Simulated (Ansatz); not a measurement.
# GeH2 (SMILES [H][Ge][H]): levels of theory compared

We compute a comparison of 6 runs (BLYP/STO-3G, HSE06/STO-3G, PBE/STO-3G, UB3LYP/STO-3G, UMP2/STO-3G, FCI/STO-3G) of GeH2. 

The results are computed with Ansatz 0.2.0.

33 further runs of the same task are left out: 6 that didn't finish, 27 set aside as unsound or not needed.

## 1. The molecule

The species is GeH2 (3 atoms), meant as a singlet with charge 0. As SMILES, `[H][Ge][H]`. The H3–Ge1 distance was set to 2.411 Å, away from the relaxed value. At this shape a bond of the SMILES string is far longer than usual.

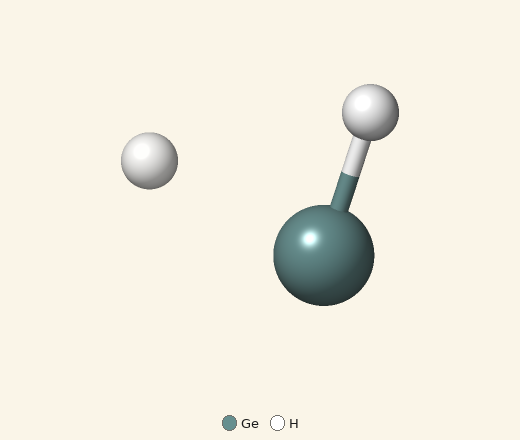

Viewed from a chosen angle; germanium teal, hydrogen white.

## 2. The energy at BLYP/STO-3G (run 1)

run.yaml reads:

```yaml
crystal:
  periodic: [false, false, false]
  atoms:
    - {symbol: Ge, position_ang: [0.558572, -0.027009, -1.362791]}
    - {symbol: H, position_ang: [1.652822, -0.035779, -0.183331]}
    - {symbol: H, position_ang: [-1.103430, 0.026870, 0.382580]}
basis:
  gaussian:
    orbitals: STO-3G
hamiltonian:
  xc: {name: BLYP}
accuracy: high
```

Run with:

```console
ansatz run run.yaml --threads 1 --pin off --max-ram 2610MiB --events-out events.jsonl --progress --plain --runs-dir runs
```

The program printed:

```text
Warning: RAYON_NUM_THREADS=1 ignored (pool sized by the plan → 1); use --threads N
Functional definition: BLYP
  name "BLYP"
  parameter beta = 0.0042
  parameter a = 0.04918
  parameter b = 0.132
  parameter c = 0.2533
  parameter d = 0.349
  exchange = b88_x(beta = beta)
  correlation = lyp_c(a = a, b = b, c = c, d = d)
231 factors; integrals over basis functions are off by at most 1.1e-8 eV
mean field evaluation 1: about -55653.3406 eV, gradient 2.0e2 eV
mean field evaluation 2: about -55855.6318 eV, gradient 5.2e1 eV
mean field evaluation 4: about -55847.1141 eV, gradient 4.7e1 eV
mean field evaluation 8: about -55846.5968 eV, gradient 5.4e1 eV
mean field evaluation 16: about -55890.0408 eV, gradient 2.4e-2 eV
mean field evaluation 32: about -55653.3406 eV, gradient 2.0e2 eV
mean field evaluation 64: about -55712.8205 eV, gradient 1.1e2 eV
mean field evaluation 96: about -55889.5932 eV, gradient 6.2e0 eV
mean field -55890.06019972 eV, -2053.9218286962 hartree, gradient 6.4e-8 eV, S^2 0.000000; 9 other end points of the search recorded, 0 dependent functions left out
reference -55890.06023276 eV, -2053.9218299104 hartree; 17, 17 occupied and 3, 3 virtual orbitals, 231 factors
Total energy: -55890.06023276 eV, -2053.9218299104 hartree
```

Wall time 2.3 s (1 thread of Arm Neoverse V1, shared host).

## 3. The energy at HSE06/STO-3G (run 2)

job.yaml reads:

```yaml
crystal:
  periodic: [false, false, false]
  atoms:
    - {symbol: Ge, position_ang: [0.558572, -0.027009, -1.362791]}
    - {symbol: H, position_ang: [1.652822, -0.035779, -0.183331]}
    - {symbol: H, position_ang: [-1.103430, 0.026870, 0.382580]}
basis:
  gaussian: {orbitals: STO-3G}
hamiltonian: {xc: hse06}
accuracy: high
```

Run with:

```console
ansatz run job.yaml --threads 1 --pin off --max-ram 2610MiB --events-out events.jsonl --progress --plain --runs-dir runs
```

The program printed:

```text
Warning: RAYON_NUM_THREADS=1 ignored (pool sized by the plan → 1); use --threads N
Functional definition: HSE06
  name "HSE06"
  parameter a = 0.25
  parameter omega = 0.11/bohr
  exchange = pbe_x - a*pbe_x_sr(omega) + a*exact_x_sr(omega)
  correlation = pbe_c
231 factors; integrals over basis functions are off by at most 1.1e-8 eV
40 factors; integrals over basis functions are off by at most 1.5e-9 eV
mean field evaluation 1: about -55837.9192 eV, gradient 6.1e1 eV
mean field evaluation 2: about -55864.5800 eV, gradient 3.9e1 eV
mean field evaluation 4: about -55886.1585 eV, gradient 9.7e0 eV
mean field evaluation 8: about -55886.4860 eV, gradient 1.7e-1 eV
mean field evaluation 16: about -55886.4575 eV, gradient 7.8e-5 eV
mean field evaluation 32: about -55880.6534 eV, gradient 5.9e-2 eV
mean field -55886.45746072 eV, -2053.7894304800 hartree, gradient 3.5e-8 eV, S^2 0.000000; 3 other end points of the search recorded, 0 dependent functions left out
reference -55886.45746234 eV, -2053.7894305395 hartree; 17, 17 occupied and 3, 3 virtual orbitals, 231 factors
Total energy: -55886.45746234 eV, -2053.7894305395 hartree
```

It took 1.6 s on 1 thread of Arm Neoverse V1, shared host.

Runs 3 to 5 aren't shown in full; the table further down has their settings and results.

## 4. A single-point energy at FCI/STO-3G (run 6)

input.yaml reads:

```yaml
basis:
  gaussian:
    orbitals: STO-3G
crystal:
  periodic: [false, false, false]
  atoms:
    - {symbol: Ge, position_ang: [0.558572, -0.027009, -1.362791]}
    - {symbol: H, position_ang: [1.652822, -0.035779, -0.183331]}
    - {symbol: H, position_ang: [-1.103430, 0.026870, 0.382580]}
correlation:
  method: fci
  frozen_orbitals: {Ge: 9, H: 0}
accuracy: high
```

Run with:

```console
ansatz run input.yaml --threads 1 --pin off --max-ram 2610MiB --events-out events.jsonl --progress --plain --runs-dir runs
```

The program printed (excerpt; [...] marks lines left out):

```text
Warning: RAYON_NUM_THREADS=1 ignored (pool sized by the plan → 1); use --threads N
Functional definition: HF
  name "HF"
[...]
231 factors; integrals over basis functions are off by at most 1.1e-8 eV
[...]
mean field -55856.06231728 eV, -2052.6724295612 hartree, gradient 7.8e-8 eV, S^2 0.000000; 3 other end points of the search recorded, 0 dependent functions left out; unrestricted orbitals would lower it
9 core orbitals not correlated: weight in the atoms' cores, before any rotation towards them, 1.000 or more for the frozen orbitals, at most 0.000 for the correlated occupied ones
reference -55856.06231728 eV, -2052.6724295612 hartree; 8, 8 occupied and 3, 3 virtual orbitals, 231 factors
state -55858.82014932 eV, -2052.7737780193 hartree
Total energy: -55858.82014932 eV, -2052.7737780193 hartree
```

Wall time 0.42 s (1 thread of Arm Neoverse V1, shared host).

## 5. All runs side by side

```tsv
run	level	frozen core orbitals	energy (Eh)	wall time
1	BLYP/STO-3G	–	-2053.921830	2.3 s
2	HSE06/STO-3G	–	-2053.789431	1.6 s
3	PBE/STO-3G	–	-2053.627411	2.2 s
4	UB3LYP/STO-3G	–	-2054.006053	6.9 s
5	UMP2/STO-3G	9	-2052.732116	0.5 s
6	FCI/STO-3G	9	-2052.773778	0.42 s
```

## 6. Results

| quantity | value |
| --- | --- |
| run 6: total energy | -2052.77378 Eh |
| run 6: correlation energy (9 core orbitals frozen) | -101.3 mEh |

Against full CI in this basis: UMP2 +41.7 mEh. Totals of different functionals can't be ranked against each other. In runs 1, 2, 3, 4, 5, 6 the basis is minimal, so the values are rough. Spin contamination of the reference: run 5 ⟨S²⟩ = 0.71. Where it is this large, the reference is a mixture of spin states, and values that rest on it are in doubt. All runs together took 14 s, the longest 6.9 s.
